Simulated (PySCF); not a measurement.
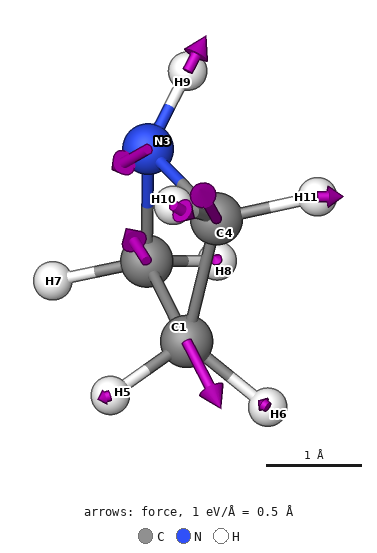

Starting geometry of C3H7N with the computed forces as purple arrows. Style: ball-and-stick. Shown from a free direction.

The start comes from GFN2-xTB. Its atoms were then displaced at random by about 0.01 Å.

The calculation used PBE0-D3(BJ)/def2-SVP geometry optimisation, gas phase (PySCF 2.14.0, density-fitted response routines). 

### Is this structure relaxed? If not, where do the atoms go?

It isn't relaxed: the largest force vector, on a C atom, is 2.34 eV/Å. The final displacements have little in common with the starting forces (cosine between the two patterns 0.19). The atom that moves furthest after the best rigid fit is an H atom (0.14 Å). By element the largest moves are H 0.14 Å, N 0.08 Å, C 0.04 Å. Some distances before and after: C–C 1.500 → 1.538 Å, C–N 1.430 → 1.463 Å, C–H 1.130 → 1.104 Å, H–N 0.998 → 1.017 Å. Bond angles that change, for instance: N–C–H 111.3° → 115.2°, C–C–H 115.3° → 111.6°, C–C–H 115.1° → 112.5°. Over 6 geometry steps the energy falls by 11.6 kJ/mol. Cost: 10 s on 1 thread of Intel(R) Xeon(R) 6975P-C, on a shared host.
